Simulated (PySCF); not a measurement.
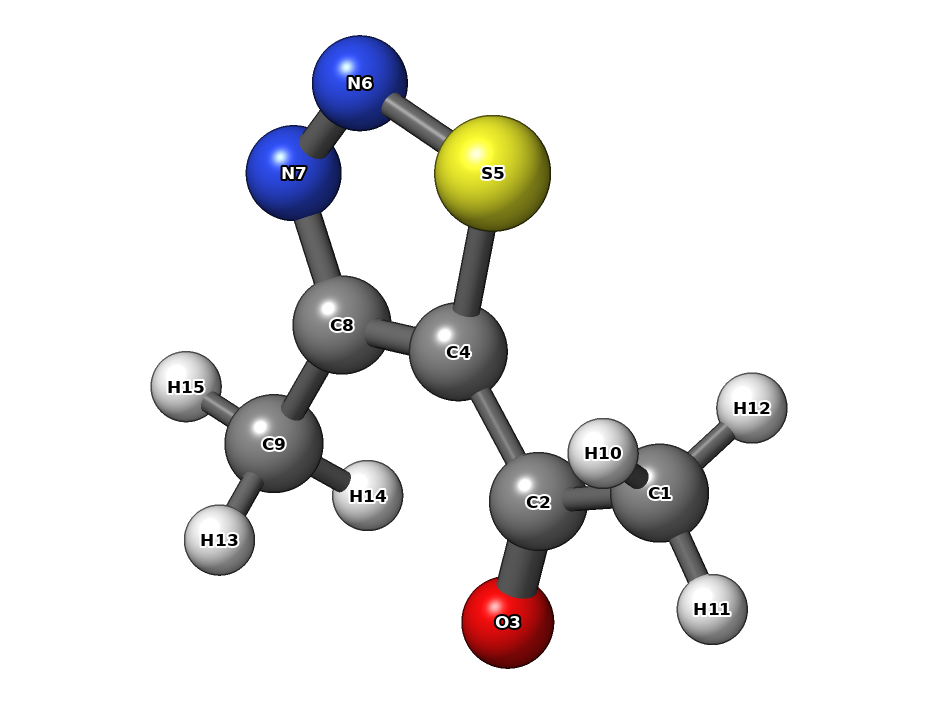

The thickness of each stick grows with its Mayer bond order. Computed geometry: GFN2-xTB optimisation. No frequency run is at hand to confirm it as a minimum. Level of theory: PBE0/pcSseg-1 (PySCF 2.14.0).

Question. Which bond has the highest Mayer bond order?

Answer. C2–O3, 2.00, at a length of 1.210 Å.

List the Mayer bond orders of C1–C2, C1–H11, C1–H10, C2–O3, C2–C4, C4–S5, C4–C8, S5–N6, N6–N7, N7–C8, C8–C9, C9–H13, C9–H15 (one bond of each equivalent set).

| bond | Mayer order | length (Å) |
| --- | --- | --- |
| C1–C2 | 1.03 | 1.506 |
| C1–H11 | 0.95 | 1.087 |
| C1–H10 | 0.94 | 1.088 |
| C2–O3 | 2.00 | 1.210 |
| C2–C4 | 0.94 | 1.464 |
| C4–S5 | 1.23 | 1.723 |
| C4–C8 | 1.32 | 1.395 |
| S5–N6 | 1.16 | 1.647 |
| N6–N7 | 1.51 | 1.258 |
| N7–C8 | 1.29 | 1.342 |
| C8–C9 | 1.10 | 1.479 |
| C9–H13 | 0.94 | 1.089 |
| C9–H15 | 0.94 | 1.086 |
